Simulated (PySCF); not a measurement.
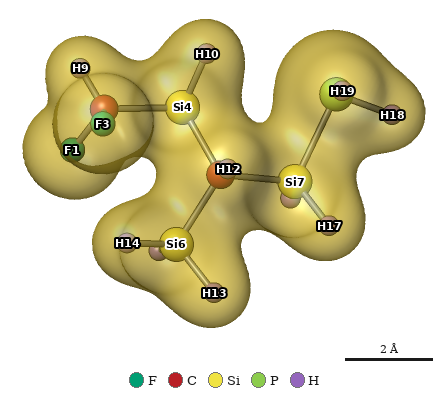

C$_{2}$H$_{11}$F$_{2}$PSi$_{3}$. Isosurface of the electron density at 0.1 e/Å³ (yellow), seen across its widest extent.

Geometry: GFN2-xTB.

Method: PBE0/pcSseg-1, SCF density, gas phase, non-relativistic in PySCF 2.14.0.

```yaml
atoms:
  - { symbol: F, position_ang: [-3.0344, -1.0063, -0.6376] }
  - { symbol: C, position_ang: [-2.7410, -0.1522, 0.3852] }
  - { symbol: F, position_ang: [-2.6014, -0.9349, 1.4939] }
  - { symbol: Si, position_ang: [-1.1129, 0.8268, 0.0119] }
  - { symbol: C, position_ang: [0.3424, -0.3723, 0.1705] }
  - { symbol: Si, position_ang: [0.0674, -2.0746, -0.6755] }
  - { symbol: Si, position_ang: [1.9604, 0.4538, -0.4054] }
  - { symbol: P, position_ang: [2.0106, 2.5382, 0.4081] }
  - { symbol: H, position_ang: [-3.6356, 0.4628, 0.5459] }
  - { symbol: H, position_ang: [-1.1055, 1.9067, 1.0052] }
  - { symbol: H, position_ang: [-1.3120, 1.3382, -1.3461] }
  - { symbol: H, position_ang: [0.4571, -0.5865, 1.2382] }
  - { symbol: H, position_ang: [1.3261, -2.8222, -0.5831] }
  - { symbol: H, position_ang: [-0.9729, -2.8186, 0.0250] }
  - { symbol: H, position_ang: [-0.2729, -1.8482, -2.0790] }
  - { symbol: H, position_ang: [1.9969, 0.6021, -1.8641] }
  - { symbol: H, position_ang: [3.1123, -0.3613, 0.0093] }
  - { symbol: H, position_ang: [3.3760, 2.6952, 0.2747] }
  - { symbol: H, position_ang: [2.1295, 2.1625, 1.7332] }
```

### Which contacts does the surface bridge?

At this value the surface is in one piece. It bridges the sampled C–F (1.36 Å), C–Si (1.89 Å), Si–P (2.24 Å) and C–H (1.09 Å) contacts, where the density stays above the isovalue. On the grid the lowest density along these lines, outside the cores, is 1.7 e/Å³ (C–F, 1.36 Å), 0.76 e/Å³ (C–Si, 1.89 Å), 0.66 e/Å³ (Si–P, 2.24 Å) and 1.8 e/Å³ (C–H, 1.09 Å).
